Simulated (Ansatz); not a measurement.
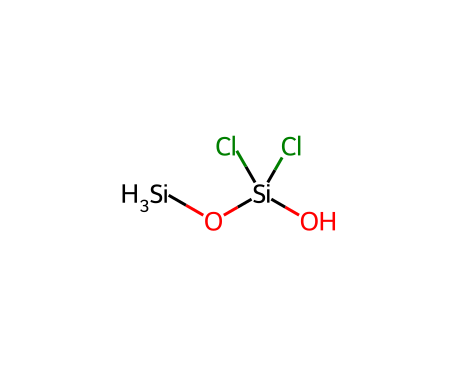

The drawing above gives the connectivity. Computed geometry: PBE0-D4/def2-TZVP optimisation. No frequency run is at hand to confirm it as a minimum.

Describe the 3D structure.

Formula Cl2H4O2Si2. Its SMILES string is `O[Si](Cl)(Cl)O[SiH3]`. It has no ring. Among its groups: Si–H bond, Si–O bond. Coordination: 2 O bent; 2 Si tetrahedral.

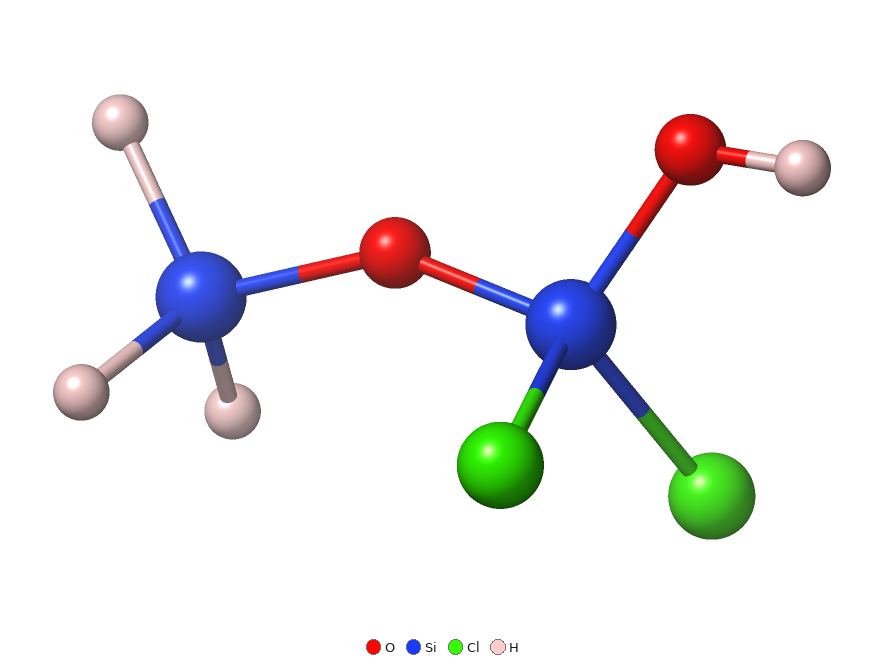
